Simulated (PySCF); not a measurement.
SbH2Me (CH5Sb).

Level of theory: BP86/def2-SVPD (PySCF), at a geometry from GFN2-xTB. Core potentials replace the inner electrons of Sb; spin–orbit coupling isn't included. No frequency check shows the geometry to be a minimum. GFN2-xTB bond lengths at metals and heavier atoms can be off by up to 0.1 Å and shapes distorted, which carries into these values.

Coordinates in Å:

```
Sb1     -0.3278    0.0478    0.0008
H2      -0.4264   -1.1447   -1.2028
H3      -0.4273   -1.1820    1.1662
C4       1.8298   -0.0112   -0.0001
H5       2.2061    0.4826   -0.8887
H6       2.1787   -1.0369    0.0150
H7       2.2075    0.5090    0.8728
```

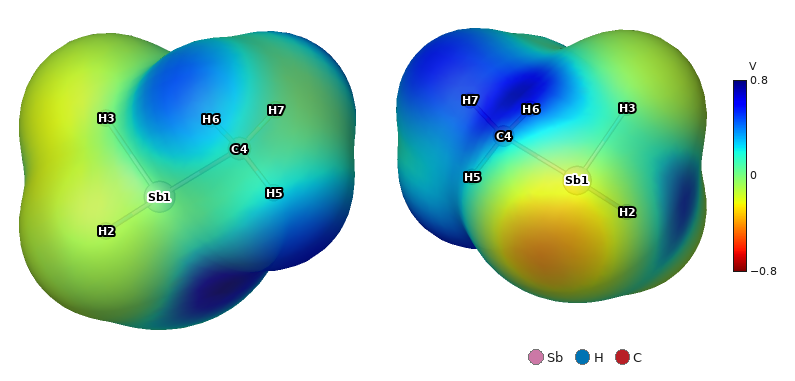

Electrostatic potential on the surface of electron density 0.001 a.u. (back view left, front view right).

> Where are the extremes of the potential on the surface?

Highest: 0.71 V, near H7 (2.15 Å), Sb1 (2.26 Å) and H3 (2.32 Å), and at like points elsewhere. Further maxima include 0.58 V, 1.3 Å from H7, and at like points elsewhere; 0.53 V, near Sb1 (2.26 Å), H2 (2.34 Å) and H3 (2.38 Å). Lowest: −0.41 V, 2.5 Å from Sb1. Further minima include −0.22 V, 1.7 Å from H2; −0.02 V, near H7 (1.90 Å), H5 (1.90 Å), H6 (1.95 Å) and C4 (1.99 Å). The surface is sampled at points, so like sites can differ by a few per cent and only the strongest of them is named.
